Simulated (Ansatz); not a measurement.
System: ClFH4OSi2.

| atom | x (Å) | y (Å) | z (Å) |
| --- | --- | --- | --- |
| Cl | 0.5071 | -0.1562 | 0.3299 |
| F | -0.3666 | -2.5409 | -1.2086 |
| O | 2.2141 | -1.9703 | -1.3830 |
| Si | 0.9292 | -2.0435 | -0.3836 |
| Si | 3.0535 | -0.9595 | -2.4249 |
| H | 1.1730 | -2.9805 | 0.7210 |
| H | 3.9437 | -1.8146 | -3.2503 |
| H | 2.0980 | -0.2209 | -3.2946 |
| H | 3.8611 | 0.0051 | -1.6309 |

Geometry: B3LYP-D3(BJ)/def2-SVP.

All numbers below come from isolated molecule in a Gaussian basis; Kohn-Sham density functional theory, functional PBE0 in Ansatz 0.2.0.

Q: What will maps of the electron density and electron localisation function show?

A: Si–H (1.49 Å): ρ is about 0.83 e/Å³ halfway; the ELF climbs to about 1 towards the hydrogen, as it does in any bond to H.
Si–O (1.68 Å): ρ at the midpoint is about 1.1 e/Å³; the ELF peaks at about 0.85 between the atoms: a shared but strongly polarised pair.

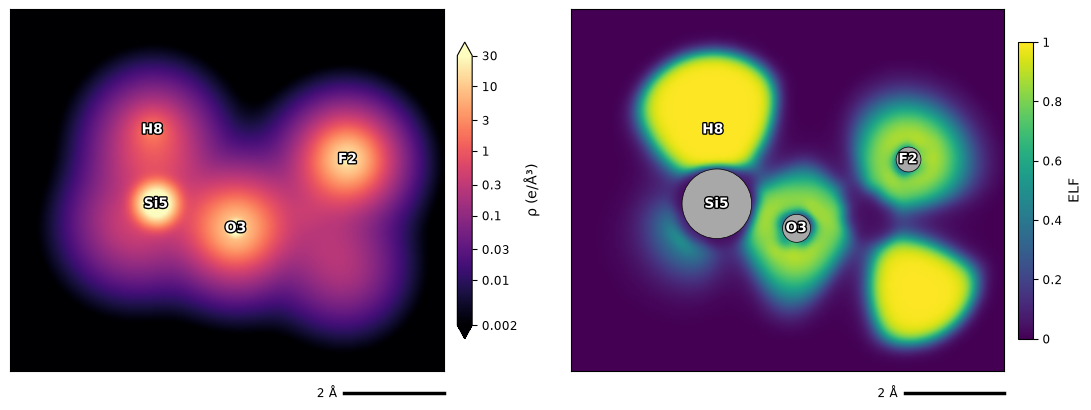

Computed electron density and electron localisation function on the plane of atoms O3, Si5 and H8, in this order. Grey discs cover the atomic cores in the ELF map. 
